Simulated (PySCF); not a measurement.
## Electronic structure of C6H9BCl2O (SMILES C=C(BO/C(Cl)=C/Cl)CC) in real space

```xyz
19

C    -1.8873    1.9669    0.5084
C    -1.0734    0.9776    0.1337
B     0.4782    1.1371    0.2170
O     1.2083    0.1149   -0.2852
C     2.5213   -0.0501   -0.3947
Cl    3.5766    1.2194    0.1383
C     3.0191   -1.1765   -0.9135
Cl    4.6920   -1.4610   -1.0953
C    -1.6519   -0.3188   -0.3768
C    -1.5120   -1.4236    0.6707
H    -1.5049    2.8974    0.8931
H    -2.9621    1.8876    0.4405
H     0.9736    2.1002    0.6748
H     2.3691   -1.9692   -1.2458
H    -2.7074   -0.1884   -0.6253
H    -1.1168   -0.6176   -1.2799
H    -0.4649   -1.5802    0.9168
H    -1.9251   -2.3574    0.2954
H    -2.0422   -1.1492    1.5801
```

Geometry: GFN2-xTB.

Method: PBE0/pcSseg-1, SCF density, gas phase, non-relativistic (PySCF).

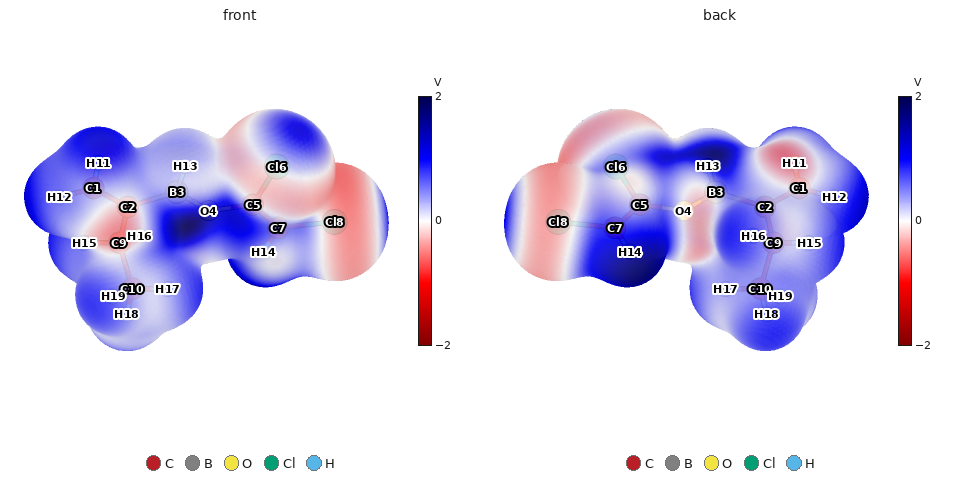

Figure 1. The molecular electrostatic potential painted on the density surface at 0.004 e/bohr³, seen from the front and from behind; red is negative and blue positive.

**Which sites attract a positive test charge, and which a negative one?**

A positive charge is drawn to the negative regions and a negative charge to the positive ones. The most negative region (about −0.5 V) lies over C1, C2, Cl6 and Cl8, the most positive (about +1.8 V) over B3 and H14. Cl6 shows a σ-hole: about +1.1 V at the tip opposite its bond, against about −0.3 V on its flanks. Cl8 shows a σ-hole: about +1.0 V at the tip opposite its bond, against about −0.4 V on its flanks.

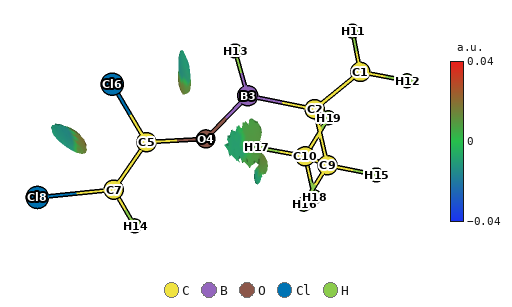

Figure 2. Non-covalent interaction (NCI) plot: the surface where the reduced density gradient is 0.5, for densities under 0.05 a.u., coloured by sign(λ₂)ρ; seen at an oblique angle.

**What holds or crowds the atoms apart from the covalent bonds?**

- Between O4 and B3 on one side and C9 and H16 on the other: a weak contact, attractive (blue-green) on one side and crowded (olive to red) on the other
- Between Cl6 on one side and B3 and H13 on the other: a weak contact, attractive (blue-green) on one side and crowded (olive to red) on the other
- Between Cl8 and C7 on one side and Cl6 and C5 on the other: a weak contact, attractive (blue-green) on one side and crowded (olive to red) on the other

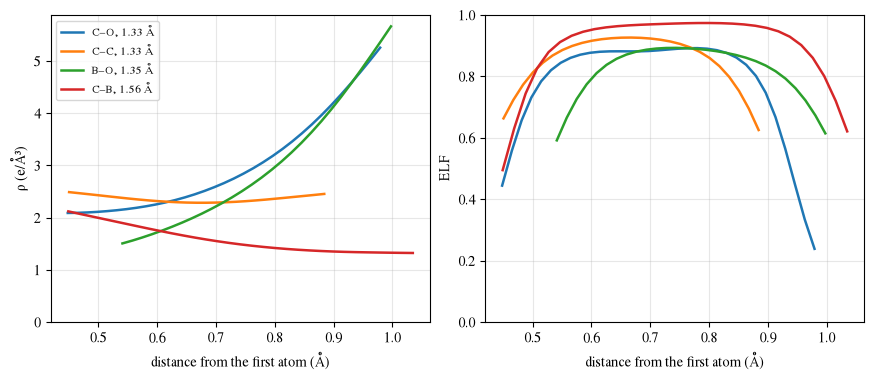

Figure 3. Electron density and electron localisation function along straight lines between neighbouring atoms. The curves leave out the atomic cores.

**Compare the contacts.**

C–O (1.33 Å): the density is about 2.4 e/Å³ at the midpoint; the ELF peaks at about 0.90 between the atoms; a polar covalent bond.
C–C (1.33 Å): ρ at the midpoint is about 2.3 e/Å³; the ELF peaks at about 0.95 between the atoms; a multiple bond.
B–O (1.35 Å): ρ is about 2.1 e/Å³ halfway; the ELF peaks at about 0.90 between the atoms, as expected for a short, strongly polar bond.
C–B (1.56 Å): the density is about 1.4 e/Å³ at the midpoint; the ELF peaks at about 1 between the atoms: a shared electron pair.
